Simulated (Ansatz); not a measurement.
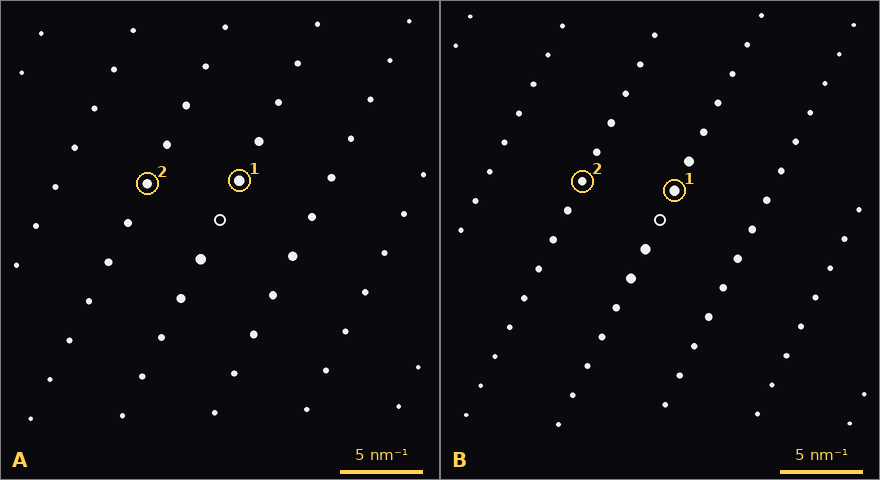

Kinematic electron diffraction patterns (200 kV, B = 0.5 Å², same scale) along [1-10] of the run's own cell, for the start and the end of one relaxation of LiTa with Ansatz 0.2.0, DFT PBE, scalar-relativistic, plane waves, PAW. k mesh 20×20×16. The start is a generated model structure, and the relaxation ends in the nearest stationary point of its symmetry, not necessarily the ground state. Spot 1 is 0 0 -1 and spot 2 is 1 1 0 in both.

Start structure:

```yaml
crystal:
  lattice:
    - [2.84364, 0.00000, 0.00000]
    - [0.00000, 2.84364, 0.00000]
    - [0.00000, 0.00000, 3.72720]
  atoms:
    - { symbol: Li, position: [0.50000, 0.50000, 0.50000] }
    - { symbol: Ta, position: [0.00000, 0.00000, 0.00000] }
```

Which pattern belongs to the start structure, and which to the relaxed one?

A is the start: its cell gives d(1) = 3.727 Å, d(2) = 2.011 Å and an angle of 90.0°. B is the relaxed structure, with d(1) = 4.996 Å (+34.0 %), d(2) = 1.876 Å (-6.7 %) and 90.0°.

Name reflections whose intensity changes strongly on relaxation.

0 0 5 goes from 4 to 8.2 % of the strongest spot; 0 0 4 goes from 11 to 19 % of the strongest spot.

Summarise the relaxation behind the change.

The volume changed by +16.7 % to 17.59 Å³ an atom; the fractional coordinates hardly changed; the space group stayed P4/mmm (No. 123); the free energy fell by 90 meV an atom. Relaxed cell: a = 2.654 Å, b = 2.654 Å, c = 4.996 Å, α = 90.00°, β = 90.00°, γ = 90.00°.
